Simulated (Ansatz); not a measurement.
# Si3Ni: energy against volume

Aim, for Si3Ni: follow energy and moments against volume.

Computed with Ansatz 0.2.0 (DFT PBE, scalar-relativistic, plane waves, PAW, unless a step's input says otherwise).

## Step 1: The starting structure

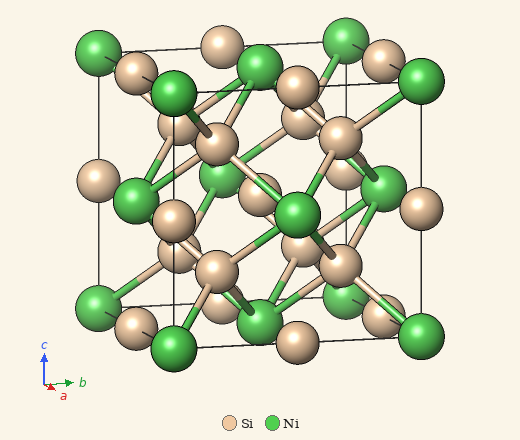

The starting structure, seen slightly off an axis (silicon light orange, nickel green). Atoms on the faces are drawn again on the opposite ones. The cell drawn here is the conventional one.

Coordinates:

```cif
data_structure
_symmetry_space_group_name_H-M 'Fm-3m'
_symmetry_Int_Tables_number 225
_cell_length_a 5.9737
_cell_length_b 5.9737
_cell_length_c 5.9737
_cell_angle_alpha 90.000
_cell_angle_beta 90.000
_cell_angle_gamma 90.000
_cell_volume 213.18
loop_
_atom_site_label
_atom_site_type_symbol
_atom_site_symmetry_multiplicity
_atom_site_Wyckoff_symbol
_atom_site_fract_x
_atom_site_fract_y
_atom_site_fract_z
_atom_site_occupancy
Si1 Si 8 c 0.25000 0.75000 0.75000 1
Si2 Si 4 b 0.50000 0.00000 0.00000 1
Ni1 Ni 4 a 0.00000 0.00000 0.00000 1
```

It is the result of an earlier relaxation at this level (volume 13.32 Å³/atom; gap on the mesh: none (metal)).

The structure is invented: a known structure type filled with these elements, not a reported compound.

## Step 2: V/V0 = 1.06, start: large parallel starting moments

Input file input.yaml:

```yaml
crystal:
  lattice:
    - [0.0, 3.0454518335, 3.0454518335]
    - [3.0454518335, 0.0, 3.0454518335]
    - [3.0454518335, 3.0454518335, 0.0]
  atoms:
    - { symbol: Si, position: [0.25, 0.25, 0.25] }
    - { symbol: Si, position: [0.75, 0.75, 0.75] }
    - { symbol: Si, position: [0.5, 0.5, 0.5] }
    - { symbol: Ni, position: [0.0, 0.0, 0.0], spin: 2.5 }
basis:
  ecutwfc: 420
kpoints:
  mp_grid: { grid: [12, 12, 12] }
hamiltonian:
  xc: pbe
scf:
  occupations: { method: gaussian, width: 0.1 }
  lower_state_search: "off"
output:
  forces: true
  stress: true
  eigenvalues: true
  populations: true
magnetization:
  spin_polarized: true
```

Started as:

```
ansatz run input.yaml --threads 1 --pin off --max-ram 2560MiB --backend cpu --events-out ev --progress --plain --runs-dir out
```

The log of the run, shortened:

```text
Warning: RAYON_NUM_THREADS=1 ignored (pool sized by the plan → 1); use --threads N
[...]
Pseudopotentials: kind: paw
Pseudopotential: Si, paw, valence charge 4, recommended cutoff 420 eV (normal), Si.paw.azcp
Pseudopotential: Ni, paw, valence charge 18, recommended cutoff 420 eV (normal), Ni.paw.azcp
Functional definition: PBE
[...]
Crystal: 4 atoms, lattice volume = 56.492 Å³
Basis set: ecut = 420 eV, 1067 PW (Γ), exchange–correlation on 60×60×60 points (8 copies of the dense FFT grid, shifted against one another)
Bands: 21, of which v1, the nominal top of the filled ones, is band 15 counted from 1 (14 counted from 0)
Symmetry: 48 space group operations
Space group: Fm-3m (ITA 225), of the structure as read, at distance tolerance 3.8e-5 Å
Magnetic group: BNS 225.116 (UNI 1618), of the structure as read, at distance tolerance 3.8e-5 Å
k-points: 72 of 1728
[...]
Starting moments: Σ|m| = 2.5 μB on 1 of 4 sites
[...]
SCF iter   1: F=—  HF=-7745.985762 eV  |F-HF|=—  |Δ(HF+E_count)|=         —  Δρ=1.85e-1 (↑5.77e-2 ↓1.85e-1)  dr2=8.75e0  dr2_m=7.46e0  M=0.419 μB ∫|m|=0.544 μB  β_m=0.30  ethr=3.10e-3  ⟨swp⟩=5.6  Hψ=13869  notcnv=0
[...]
spin=Collinear: Kerker preconditioning applied to the charge; magnetization (m = ρ↑ − ρ↓) channel mixes plain (no charge-response kernel on spin).
[...]
spin-set hold released at iteration 10 (site moments contracting): the magnetisation degrees of freedom join the quasi-Newton model from the next iteration; the mixer history was flushed
[...]
WARN: the starting moments were not kept: the SCF closed with an absolute magnetisation of 1.8e-6 μB, where they sum to 2.5 μB in size (1 site). That is at most 0.1 of that sum. Measured as dr2_m measures the in/out step, that magnetisation stands 2.6e-13 eV from none, at or under the [...]
SCF converged after 21 iterations
Magnetization: 0.0000 μB (15.0000 up, 15.0000 down)
Absolute magnetization: 0.0000 μB (∫|ρ↑−ρ↓|, with the PAW one-centre terms)
Spin contamination: 0.0000 ħ² per cell (⟨S²⟩ above its minimum at these occupations)
Per-site moments (μB) at R_I (Å): [(2.157620476475536e-7, 1.0879434446978198), (2.1576204764821841e-7, 1.0879434446978196), (3.9536172677040476e-7, 1.0879434446978198), (3.5815634708843623e-7, 1.0879434446978196)]
Free energy (F): -7745.919658 eV
[...]
E sigma→0 (E₀):  -7745.912347 eV
Entropy (-TS):   -0.014622 eV (-3.655 meV/atom)
Fermi energy:    11.709399 eV
[...]
--- Forces (eV/Å), atoms counted from 1 ---
  atom   1  Si    -0.00000000     0.00000000     0.00000000
  atom   2  Si    -0.00000000     0.00000000    -0.00000000
  atom   3  Si     0.00000000    -0.00000000    -0.00000000
  atom   4  Ni    -0.00000000    -0.00000000    -0.00000000
[...]
--- Stress (GPa, compression-positive) ---
       -5.880207      -0.000000      -0.000000
        0.000000      -5.880207      -0.000000
       -0.000000      -0.000000      -5.880207
  P = ⅓ Tr σ = -5.8802 GPa (-58.802 kbar)
--- Band table (eV; the first three rows and the last of 144) ---
  k-point 0 ↑: bands = ["-91.5126", "-51.9251", "-51.9251", "-51.9251", "-1.8141", "7.7406", "7.7406", "7.7406", "8.4415", "9.4915", "9.4915", "9.7734", "9.7734", "9.7734", "10.6436", "12.0929", "12.0929", "12.0929", "13.5614", "13.5614", "13.5614"]
[...]
--- Löwdin populations: 4 sites ---
  site symbol       q [e]    m [muB]
     0     Si      4.0429     0.0000
     1     Si      4.0429     0.0000
     2     Si      4.0029     0.0000
     3     Ni     17.4625     0.0000
  spilling = 0.014964 (of n_electrons = 30.000000)
```

Run time: 21 s. Hardware: 1 thread of Arm Neoverse V1, shared host; peak memory 0.42 GiB.

Result: -1936.4781 eV/atom at zero smearing, pressure -5.88 GPa and no gap on the mesh. The moments have vanished. The log warns that the starting moments were lost.

## Step 3: V/V0 = 1.12, start: large parallel starting moments

input.yaml, as its differences from that of step 2:

```diff
@@ -2,5 +2,5 @@
   lattice:
-    - [0.0, 3.0454518335, 3.0454518335]
-    - [3.0454518335, 0.0, 3.0454518335]
-    - [3.0454518335, 3.0454518335, 0.0]
+    - [0.0, 3.1018618706, 3.1018618706]
+    - [3.1018618706, 0.0, 3.1018618706]
+    - [3.1018618706, 3.1018618706, 0.0]
   atoms:
@@ -24,2 +24,6 @@
   populations: true
+  write_density: true
+  write_potential: true
+  elf: true
+  volumetric_format: npy
 magnetization:
```

Started as:

```
ansatz run input.yaml --threads 1 --pin off --max-ram 2560MiB --backend cpu --events-out ev --progress --plain --runs-dir out
```

The log of the run, shortened:

```text
Warning: RAYON_NUM_THREADS=1 ignored (pool sized by the plan → 1); use --threads N
[...]
[... 4 set-up lines as earlier in the session ...]
[...]
Crystal: 4 atoms, lattice volume = 59.689 Å³
Basis set: ecut = 420 eV, 1211 PW (Γ), exchange–correlation on 60×60×60 points (8 copies of the dense FFT grid, shifted against one another)
Bands: 21, of which v1, the nominal top of the filled ones, is band 15 counted from 1 (14 counted from 0)
[... 1 set-up line as earlier in the session ...]
Space group: Fm-3m (ITA 225), of the structure as read, at distance tolerance 3.9e-5 Å
Magnetic group: BNS 225.116 (UNI 1618), of the structure as read, at distance tolerance 3.9e-5 Å
k-points: 72 of 1728
[...]
Starting moments: Σ|m| = 2.5 μB on 1 of 4 sites
[...]
WARN: the starting moments were not kept: the SCF closed with an absolute magnetisation of 3.8e-6 μB, where they sum to 2.5 μB in size (1 site). That is at most 0.1 of that sum. Measured as dr2_m measures the in/out step, that magnetisation stands 1.3e-11 eV from none, at or under the [...]
Free energy (F): -7745.757902 eV
[...]
E sigma→0 (E₀):  -7745.751143 eV
Entropy (-TS):   -0.013519 eV (-3.380 meV/atom)
Fermi energy:    10.866276 eV
[...]
--- Forces (eV/Å), atoms counted from 1 ---
  atom   1  Si     0.00000000     0.00000000    -0.00000000
  atom   2  Si     0.00000000    -0.00000000     0.00000000
  atom   3  Si     0.00000000    -0.00000000    -0.00000000
  atom   4  Ni    -0.00000000     0.00000000    -0.00000000
[...]
--- Stress (GPa, compression-positive) ---
      -10.113445       0.000000       0.000000
        0.000000     -10.113445      -0.000000
        0.000000       0.000000     -10.113445
  P = ⅓ Tr σ = -10.1134 GPa (-101.134 kbar)
--- Band table (eV; the first three rows and the last of 144) ---
  k-point 0 ↑: bands = ["-92.2087", "-52.6210", "-52.6210", "-52.6210", "-2.1651", "7.1887", "7.1887", "7.1887", "7.3967", "8.8646", "8.8646", "9.1029", "9.1029", "9.1029", "9.4773", "11.2712", "11.2712", "11.2712", "12.7143", "12.7143", "12.7143"]
[...]
--- Löwdin populations: 4 sites ---
  site symbol       q [e]    m [muB]
     0     Si      4.0530    -0.0000
     1     Si      4.0530    -0.0000
     2     Si      4.0040    -0.0000
     3     Ni     17.4657     0.0000
  spilling = 0.014144 (of n_electrons = 30.000000)
```

Wall time 24 s (1 thread of Arm Neoverse V1, shared host); peak memory 0.41 GiB.

Site by site:

| atom | Löwdin electrons |
| --- | --- |
| Si1 | 4.05 |
| Si2 | 4.05 |
| Si3 | 4.00 |
| Ni4 | 17.47 |

The Löwdin counts miss 0.42 of the 30 electrons, which the atomic orbitals do not span, so they are no charges.

Axes a, b and c in the maps are those of this run's conventional cell (a, b, c = 6.204, 6.204, 6.204 Å).

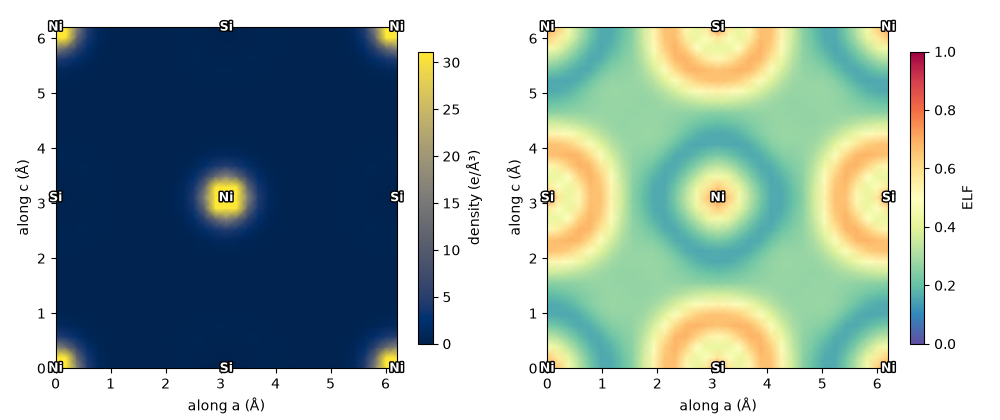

Density (left) and ELF (right) in a lattice plane of the grid's cell (edges 6.20 and 6.20 Å, at 0.000 of the third edge), which holds Si and Ni. Only atoms in the plane are labelled; the density scale stops at 31.16 e/Å³. Both are smooth fields of the valence electrons: close to the nuclei they are not physical.

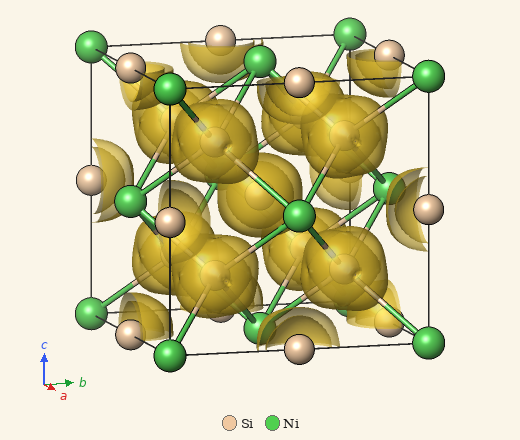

Surface of ELF = 0.66, drawn in one cell.

The highest ELF values outside the cores: 0.76 on the Si–Ni line, 0.9 Å from Si; 0.72 in the shell around Si, 0.9 Å from Si.

Result: -1936.4378 eV/atom at zero smearing, pressure -10.11 GPa and no gap on the mesh. The moments have vanished. The log warns that the starting moments were lost.

## Step 4: V/V0 = 1.2, start: large parallel starting moments

input.yaml, as its differences from that of step 3:

```diff
@@ -2,5 +2,5 @@
   lattice:
-    - [0.0, 3.1018618706, 3.1018618706]
-    - [3.1018618706, 0.0, 3.1018618706]
-    - [3.1018618706, 3.1018618706, 0.0]
+    - [0.0, 3.1740239204, 3.1740239204]
+    - [3.1740239204, 0.0, 3.1740239204]
+    - [3.1740239204, 3.1740239204, 0.0]
   atoms:
@@ -24,6 +24,2 @@
   populations: true
-  write_density: true
-  write_potential: true
-  elf: true
-  volumetric_format: npy
 magnetization:
```

Started as:

```
ansatz run input.yaml --threads 1 --pin off --max-ram 2560MiB --backend cpu --events-out ev --progress --plain --runs-dir out
```

The log of the run, shortened:

```text
Warning: RAYON_NUM_THREADS=1 ignored (pool sized by the plan → 1); use --threads N
[...]
[... 4 set-up lines as earlier in the session ...]
[...]
Crystal: 4 atoms, lattice volume = 63.953 Å³
Basis set: ecut = 420 eV, 1243 PW (Γ), exchange–correlation on 64×64×64 points (8 copies of the dense FFT grid, shifted against one another)
Bands: 21, of which v1, the nominal top of the filled ones, is band 15 counted from 1 (14 counted from 0)
[... 1 set-up line as earlier in the session ...]
Space group: Fm-3m (ITA 225), of the structure as read, at distance tolerance 4.0e-5 Å
Magnetic group: BNS 225.116 (UNI 1618), of the structure as read, at distance tolerance 4.0e-5 Å
k-points: 72 of 1728
[...]
Starting moments: Σ|m| = 2.5 μB on 1 of 4 sites
[...]
WARN: the starting moments were not kept: the SCF closed with an absolute magnetisation of 2.2e-6 μB, where they sum to 2.5 μB in size (1 site). That is at most 0.1 of that sum. Measured as dr2_m measures the in/out step, that magnetisation stands 5.6e-12 eV from none, at or under the [...]
Free energy (F): -7745.433667 eV
[...]
E sigma→0 (E₀):  -7745.426896 eV
Entropy (-TS):   -0.013543 eV (-3.386 meV/atom)
Fermi energy:    9.859258 eV
[...]
--- Forces (eV/Å), atoms counted from 1 ---
  atom   1  Si    -0.00000000    -0.00000000     0.00000000
  atom   2  Si     0.00000000     0.00000000     0.00000000
  atom   3  Si     0.00000000    -0.00000000     0.00000000
  atom   4  Ni    -0.00000000     0.00000000     0.00000000
[...]
--- Stress (GPa, compression-positive) ---
      -13.950806       0.000000      -0.000000
       -0.000000     -13.950806       0.000000
        0.000000      -0.000000     -13.950806
  P = ⅓ Tr σ = -13.9508 GPa (-139.508 kbar)
--- Band table (eV; the first three rows and the last of 144) ---
  k-point 0 ↑: bands = ["-93.0390", "-53.4516", "-53.4516", "-53.4516", "-2.5784", "6.1613", "6.5300", "6.5300", "6.5300", "8.0938", "8.1099", "8.1099", "8.3058", "8.3058", "8.3058", "10.2943", "10.2943", "10.2943", "11.7110", "11.7110", "11.7110"]
[...]
--- Löwdin populations: 4 sites ---
  site symbol       q [e]    m [muB]
     0     Si      4.0651    -0.0000
     1     Si      4.0651    -0.0000
     2     Si      4.0053     0.0000
     3     Ni     17.4704     0.0000
  spilling = 0.013137 (of n_electrons = 30.000000)
```

It took 28 s on 1 thread of Arm Neoverse V1, shared host; peak memory 0.42 GiB.

Read-out: -1936.3567 eV/atom at zero smearing, pressure -13.95 GPa and no gap on the mesh. The moments have vanished. The log warns that the starting moments were lost.

## Step 5: V/V0 = 1.3, start: large parallel starting moments

input.yaml, as its differences from that of step 4:

```diff
@@ -2,5 +2,5 @@
   lattice:
-    - [0.0, 3.1740239204, 3.1740239204]
-    - [3.1740239204, 0.0, 3.1740239204]
-    - [3.1740239204, 3.1740239204, 0.0]
+    - [0.0, 3.2598496054, 3.2598496054]
+    - [3.2598496054, 0.0, 3.2598496054]
+    - [3.2598496054, 3.2598496054, 0.0]
   atoms:
```

Started as:

```
ansatz run input.yaml --threads 1 --pin off --max-ram 2560MiB --backend cpu --events-out ev --progress --plain --runs-dir out
```

The log of the run, shortened:

```text
Warning: RAYON_NUM_THREADS=1 ignored (pool sized by the plan → 1); use --threads N
[...]
[... 4 set-up lines as earlier in the session ...]
[...]
Crystal: 4 atoms, lattice volume = 69.282 Å³
Basis set: ecut = 420 eV, 1363 PW (Γ), exchange–correlation on 64×64×64 points (8 copies of the dense FFT grid, shifted against one another)
Bands: 21, of which v1, the nominal top of the filled ones, is band 15 counted from 1 (14 counted from 0)
[... 1 set-up line as earlier in the session ...]
Space group: Fm-3m (ITA 225), of the structure as read, at distance tolerance 4.1e-5 Å
Magnetic group: BNS 225.116 (UNI 1618), of the structure as read, at distance tolerance 4.1e-5 Å
k-points: 72 of 1728
[...]
Starting moments: Σ|m| = 2.5 μB on 1 of 4 sites
[...]
WARN: the starting moments were not kept: the SCF closed with an absolute magnetisation of 6.2e-6 μB, where they sum to 2.5 μB in size (1 site). That is at most 0.1 of that sum. Measured as dr2_m measures the in/out step, that magnetisation stands 5.4e-11 eV from none, at or under the [...]
Free energy (F): -7744.918948 eV
[...]
E sigma→0 (E₀):  -7744.911761 eV
Entropy (-TS):   -0.014372 eV (-3.593 meV/atom)
Fermi energy:    8.773451 eV
[...]
--- Forces (eV/Å), atoms counted from 1 ---
  atom   1  Si    -0.00000000     0.00000000     0.00000000
  atom   2  Si     0.00000000     0.00000000     0.00000000
  atom   3  Si     0.00000000    -0.00000000    -0.00000000
  atom   4  Ni    -0.00000000     0.00000000    -0.00000000
[...]
--- Stress (GPa, compression-positive) ---
      -16.700359      -0.000000       0.000000
       -0.000000     -16.700359      -0.000000
        0.000000       0.000000     -16.700359
  P = ⅓ Tr σ = -16.7004 GPa (-167.004 kbar)
--- Band table (eV; the first three rows and the last of 144) ---
  k-point 0 ↑: bands = ["-93.9388", "-54.3531", "-54.3531", "-54.3531", "-3.0238", "4.8260", "5.8118", "5.8118", "5.8118", "6.5926", "7.2807", "7.2807", "7.4379", "7.4379", "7.4379", "9.2342", "9.2342", "9.2342", "10.6231", "10.6231", "10.6231"]
[...]
--- Löwdin populations: 4 sites ---
  site symbol       q [e]    m [muB]
     0     Si      4.0783    -0.0000
     1     Si      4.0783    -0.0000
     2     Si      4.0062     0.0000
     3     Ni     17.4785     0.0000
  spilling = 0.011957 (of n_electrons = 30.000000)
```

It took 29 s on 1 thread of Arm Neoverse V1, shared host; peak memory 0.43 GiB.

This run gives -1936.2279 eV/atom at zero smearing, pressure -16.70 GPa and no gap on the mesh. The moments have vanished. The log warns that the starting moments were lost.

## Step 6: The sweep of the volume side by side

The cell is scaled evenly at fixed fractional positions; V0 is the volume of the base cell. Start: large parallel starting moments.

| V/V0 | energy above the lowest (meV/atom) | pressure (GPa) |
| --- | --- | --- |
| 1.06 | 0.00 | -5.9 |
| 1.12 | 40.3 | -10.1 |
| 1.20 | 121 | -14.0 |
| 1.30 | 250 | -16.7 |

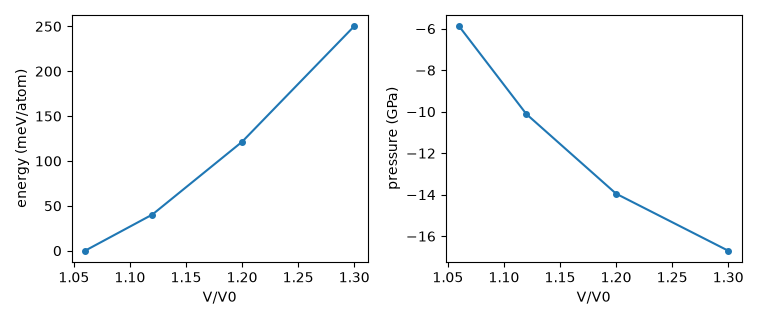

Energy above the lowest point and pressure against volume.

## Step 7: Outcome

```
                                             quantity        value
lowest point, start “large parallel starting moments”  V/V0 = 1.06
```

In words: For the start “large parallel starting moments” the lowest point lies at V/V0 = 1.06, the smallest volume tried; all points are expanded cells, and the minimum lies below them. From this start no run keeps a moment; that shows where this start leads, and other orders were not tried at these volumes.
